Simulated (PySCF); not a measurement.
SbF (triplet)

| atom | x (Å) | y (Å) | z (Å) |
| --- | --- | --- | --- |
| Sb | 0.0000 | 0.0000 | -0.2618 |
| F | 0.0000 | 0.0000 | 1.6662 |

Core potentials replace the inner electrons of Sb.

Theory: PBE0/def2-TZVPPD, non-relativistic Hamiltonian with scalar-relativistic core potentials where named, at a bond length of 1.928 Å (PySCF).

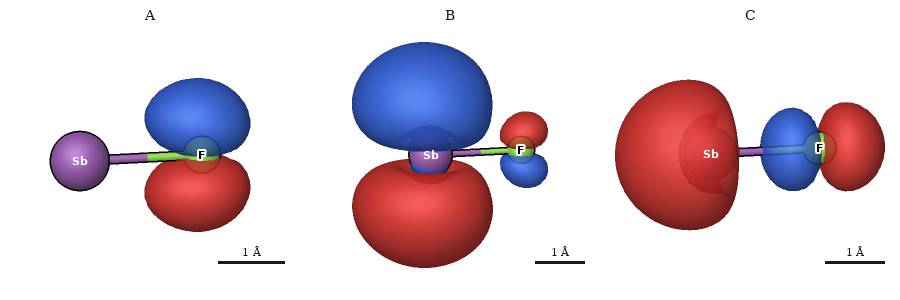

Figure 1. Three frontier β-spin orbitals, each drawn at the value that holds 80 % of its norm (red and blue are the two phases), in no order; of a degenerate pair one member is drawn.

Label each orbital by symmetry, say whether it is occupied, and order them by energy.

Answer. Orbital A: π, occupied in this spin, −11.21 eV; mainly on F (90 %).
Orbital C: σ, occupied in this spin, −10.70 eV; shared between the atoms (Sb 55 %, F 45 %).
Orbital B: π, empty in this spin, −2.86 eV; mainly on Sb (95 %).

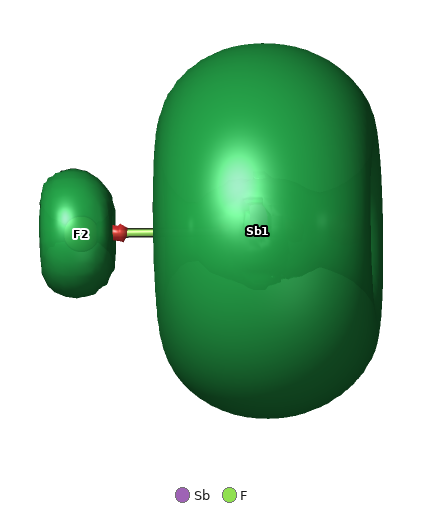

Figure 2. Isosurfaces of the spin density (α minus β) at +0.02 (green) and −0.02 e/Å³ (red), seen from one side.

Which atoms carry the spin?

Answer. The unpaired spin (2 electrons) lies mostly on Sb1 (about 1.9) and F2 (about 0.1), in electrons by Hirshfeld's partition.

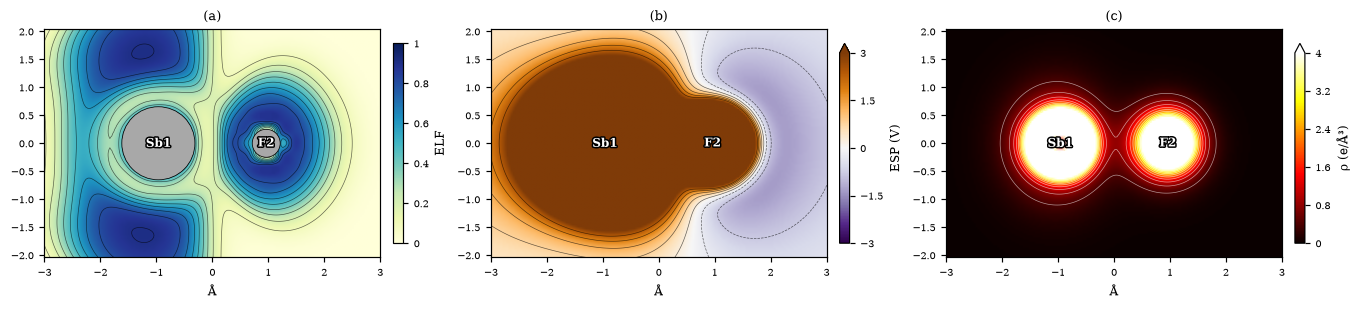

Figure 3. (a) electron localisation function; (b) molecular electrostatic potential; (c) electron density on a plane that holds the molecular axis. Grey discs cover the atomic cores in the ELF map.

Interpret the plot.

Answer.
- The plane passes through Sb and F nuclei.
- Sb–F (1.93 Å): the density is about 0.83 e/Å³ at the midpoint; the ELF peaks at about 0.80 in the valence shell of F, 0.6 Å from its nucleus, and drops to about 0.15 between the two atoms.
- The ELF also peaks beside F2, away from the bonds: non-bonding electrons, paired or unpaired.
- Outside the dense part of the molecule the potential is most negative (−1.3 V) near F2.
